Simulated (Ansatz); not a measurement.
# How the smearing shapes the phonons of Rh-Ir-Rh stack of (111) layers, part 2 of 2

Aim: see how the phonons of Rh-Ir-Rh stack of (111) layers along the first symmetry line respond to the electronic smearing. The first relaxation steps of the session are not shown, so no cell shown is the starting entry, unless a step says so.

Ansatz 0.2.0; DFT PBEsol, scalar-relativistic, plane waves, PAW; PAW set soft_1.

So far. Step 4 (Wavevectors along a line: Fermi–Dirac smearing of 0.25 …): Against step 3 (now smearing width 0.25 eV), the free energy moves by -125.7 meV an atom.

**5. Wavevectors along a line: Fermi–Dirac smearing of 0.04 eV**

Each wavevector is solved by itself, so no interpolation smooths a dip of the branch.

input.yaml

```yaml
crystal:
  lattice:
    - [2.6571336278, 2.825e-06, 0.0]
    - [-1.3285692604, 2.3011438105, 0.0]
    - [0.0, 0.0, 32.6681001532]
  atoms:
    - { symbol: Rh, position: [0.0, 0.0, 0.1703828314] }
    - { symbol: Ir, position: [0.3333333333, 0.6666666667, 0.2362250931] }
    - { symbol: Rh, position: [0.6666666667, 0.3333333333, 0.3020673548] }
  periodic: [true, true, false]
kpoints:
  mp_grid: { grid: [18, 18, 1] }
hamiltonian:
  xc: pbesol
  pseudopotentials: { kind: paw, azcp: { folder: soft_1 }, xc_functional: pbe }
scf:
  occupations: { method: fermi_dirac, width: 0.04 }
output:
  eigenvalues: true
phonons:
  method: dfpt
  qpoints:
    - [0, 0, 0]
    - [0.166666667, 0.0, 0.0]
    - [0.333333333, 0.0, 0.0]
    - [0.5, 0.0, 0.0]
```

Narrower smearing comes nearer the zero-temperature value but asks more of the mesh.

Launch:

```
> ansatz run input.yaml --threads 4 --pin off --max-ram 12288MiB --backend cpu --events-out ev --progress --plain --runs-dir out
```

Numbers of over 12 decimals in the logs are rounded to 6 here.

The log of the run:

```text
[...]
Crystal: 3 atoms, lattice volume = 199.747 Å³
Basis set: ecut = 420 eV, 3967 PW (Γ), exchange–correlation on 36×36×450 points (8 copies of the dense FFT grid, shifted against one another)
Bands: 31, of which v1, the nominal top of the filled ones, is band 26 counted from 1 (25 counted from 0)
Symmetry: 12 space group operations
k-points: 37 of 324 (irreducible under 6 space group operations, time reversal used)
[...]
SCF iter   1: F=—  HF=-24477.885143 eV  |F-HF|=—  |Δ(HF+E_count)|=         —  Δρ=5.71e-2  dr2=1.57e1  ethr=3.10e-3  ⟨swp⟩=17.1  Hψ=9890  notcnv=0
[...]
SCF iter  14: F=-24476.181880 eV  HF=-24476.181880 eV  |F-HF|=1.56e-10  |Δ(HF+E_count)|=   1.20e-9  Δρ=4.80e-8  dr2=5.87e-12  ethr=1.00e-12  ⟨swp⟩=14.6  Hψ=9228  notcnv=0
SCF 1 converged in 14 iterations: F = -24476.181880 eV  dr2 = 5.87e-12
[...]
WARN: eigensolver did not converge (k=7): 1 band(s) unlocked after 2 eigensolves, warm-restarted (20 sweeps on the last) at ethr=1.94e-12 eV (storage-precision floor; scheduled 1.00e-12 eV) (lowest unlocked band 30, counted from 0; max residual 3.93e-5 eV among the unlocked bands, 3.93e-5 eV over every band; other slots of this pass that fall short are told together in one closing line; warning suppressed until the next SCF loop or pass starts)
WARN: eigensolver did not converge in 15 slots of this pass, the one above among them; of largest residual over every band (k=9): 1 band(s) unlocked (lowest unlocked band 30, counted from 0; max residual 2.26e-2 eV among the unlocked bands, 2.26e-2 eV over every band); of lowest unlocked band (k=7): band 30
[...]
SCF converged after 14 iterations
Free energy (F): -24476.181880 eV
[...]
Internal energy: -24476.160288 eV  (E = F + TS)
E sigma→0 (E₀):  -24476.171084 eV
Entropy (-TS):   -0.021593 eV (-7.198 meV/atom)
Fermi energy:    -5.173514 eV
[...]
--- Band table (eV; the first three rows and the last of 37) ---
  k-point 0: bands = [... 22 lower, -7.8322, -6.1994, -6.1994, -5.8719, -5.7173, -5.7173, -4.6241, -4.6241, ... 1 higher]
  k-point 1: bands = [... 22 lower, -7.7466, -6.4182, -6.2634, -6.1769, -5.6993, -5.4156, -5.1382, -4.6135, ... 1 higher]
  k-point 2: bands = [... 22 lower, -7.4948, -6.8855, -6.4272, -6.3869, -5.7811, -5.6799, -4.5865, -4.5170, ... 1 higher]
  k-point 36: bands = [... 22 lower, -6.5524, -6.5524, -5.2436, -5.2436, -4.6332, 0.8512, 2.2724, 2.2724, ... 1 higher]
[...]
ASR residual: 3.196e-4 → 0.000e0 eV/Å²; symmetrization residual: 6.164e-5 eV/Å²
[...]
ASR residual per site (eV/Å²): 3.20e-4 2.39e-4 3.18e-4
  Γ frequencies (cm⁻¹): 0.00 0.00 0.00 83.91 83.91 130.02 130.02 177.49 230.53
[...]
--- Phonons (arbitrary-q DFPT): 4 explicit q-points ---
[...]
```

The job ended after 12 min (4 threads of Arm Neoverse V2, shared host; peak memory 3.8 GiB; 47 min of CPU time).

Each wavevector solved by linear response. Table of frequency by |q| along the line; 7 of 9 lines:

| \|q\| along the line (Å⁻¹) | mode 1 (cm⁻¹) | mode 2 (cm⁻¹) | mode 3 (cm⁻¹) | mode 4 (cm⁻¹) | mode 5 (cm⁻¹) | mode 6 (cm⁻¹) | mode 7 (cm⁻¹) |
| --- | --- | --- | --- | --- | --- | --- | --- |
| 0.000 | 0 | 0 | 0 | 83.9 | 83.9 | 130 | 130 |
| 0.455 | 47.7 | 75.4 | 112 | 118 | 146 | 154 | 159 |
| 0.910 | 91.2 | 114 | 138 | 148 | 164 | 180 | 199 |
| 1.365 | 105 | 140 | 156 | 171 | 177 | 192 | 220 |

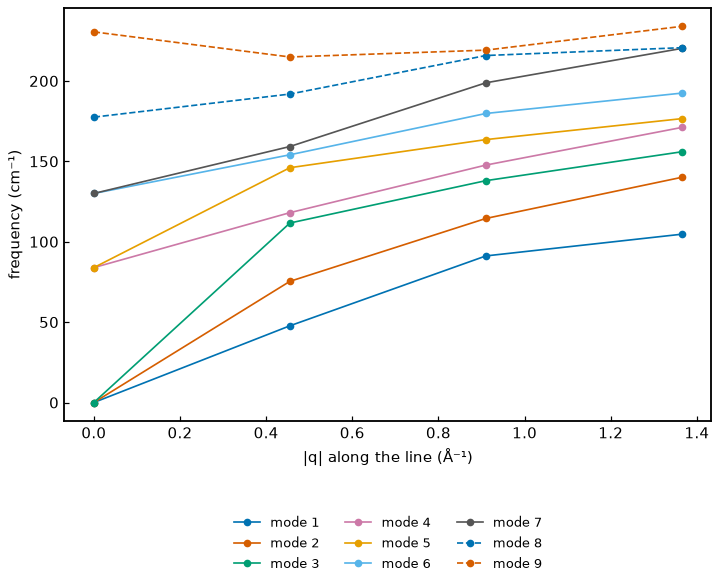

Frequency, plotted against |q| along the line.

Against step 3 (now smearing width 0.04 eV), the free energy moves by +20.2 meV an atom.

**6. The lowest branch at each setting**

Table of lowest frequency by |q| along the line:

| \|q\| along the line (Å⁻¹) | fermi dirac 0.1 eV, k 18x18x1 (cm⁻¹) | fermi dirac 0.25 eV, k 18x18x1 (cm⁻¹) | fermi dirac 0.04 eV, k 18x18x1 (cm⁻¹) |
| --- | --- | --- | --- |
| 0.000 | 0 | 0 | 0 |
| 0.455 | 48.1 | 47.5 | 47.7 |
| 0.910 | 93.2 | 95.3 | 91.2 |
| 1.365 | 106 | 108 | 105 |

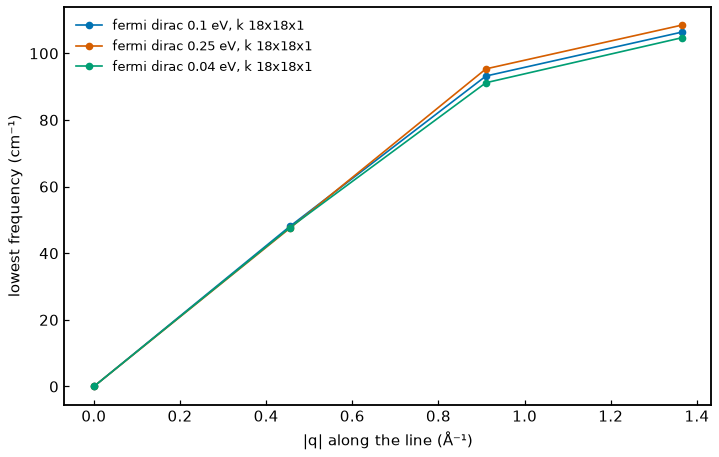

Lowest frequency against |q| along the line.

**7. What came out**

| Property | Result |
| --- | --- |
| phonon run of the rows without a label of their own | PBEsol, k 18×18×1 |
| lowest branch at the last solved point, Fermi–Dirac 0.1 eV | 106 cm⁻¹ at \|q\| = 1.37 Å⁻¹ |
| lowest branch at the last solved point, Fermi–Dirac 0.25 eV | 108 cm⁻¹ at \|q\| = 1.37 Å⁻¹ |
| lowest branch at the last solved point, Fermi–Dirac 0.04 eV | 105 cm⁻¹ at \|q\| = 1.37 Å⁻¹ |

In words: No branch softens by more than 4 % of the top frequency as the smearing narrows, so no anomaly that hangs on the smearing shows at these points. The line holds 4 wavevectors, so a narrow dip between them would be missed. Between Fermi–Dirac 0.25 eV and Fermi–Dirac 0.04 eV the largest change, with modes counted by rank of frequency, is in mode 4 at |q| = 1.37 Å⁻¹, from 160 to 171 cm⁻¹. Where branches cross, a count by rank can hide a softening. At the narrowest width the k mesh may not resolve the Fermi surface, so part of the change can be mesh noise. Spin–orbit coupling, left out here, matters for Ir. The PAW files were made for PBE; under other functionals the run regenerates their frozen core. The structure was built by hand as an ordered model, and its stability against other phases was not tested.

[Logs are printed without paths, hosts, clocks, repeated set-up lines and the standing remarks that a program may print on its own settings, such as how far it seeks lower states.]

[Hosts, paths, dates, database ids (printed as entryN), source tags and the programs' standing remarks are cut or masked in the printed files.]
